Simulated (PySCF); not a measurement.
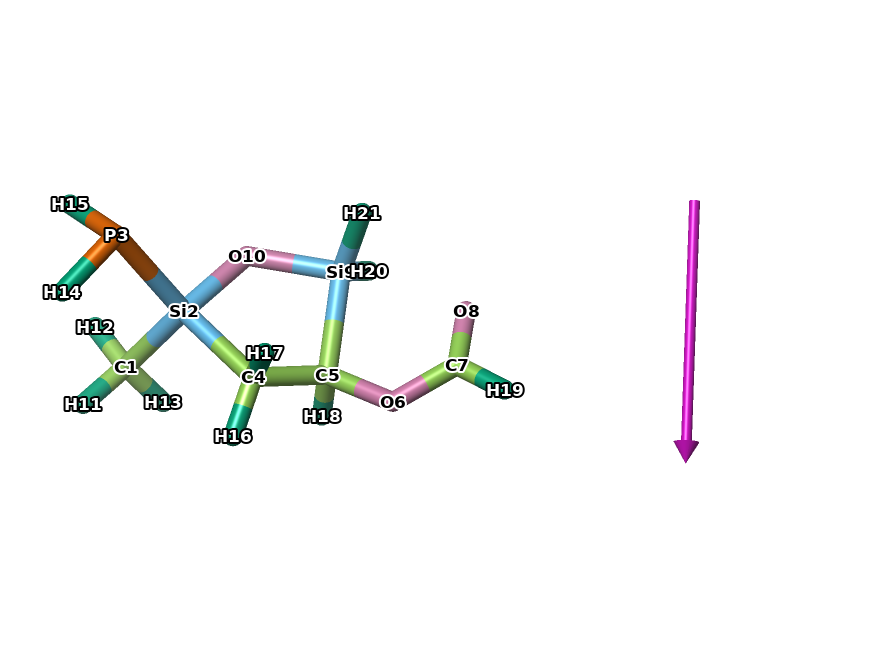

The arrow beside the molecule shows the direction of the dipole moment, from the negative to the positive end (its length means nothing). The computed structure is the end point of a GFN2-xTB optimisation. No frequency run is at hand to confirm it as a minimum. Properties computed with PBE0/pcSseg-1, gas phase (PySCF 2.14.0).

Q: Estimate the dipole moment.

A: 3.19 D; it points from the side of H15, H21 to the side of H16 (the outermost atoms at the two ends).

The geometry is semi-empirical. Around P, Si such bond lengths and angles can be off by a tenth of an ångström or more and by several degrees, and values that hang on the shape move with them.
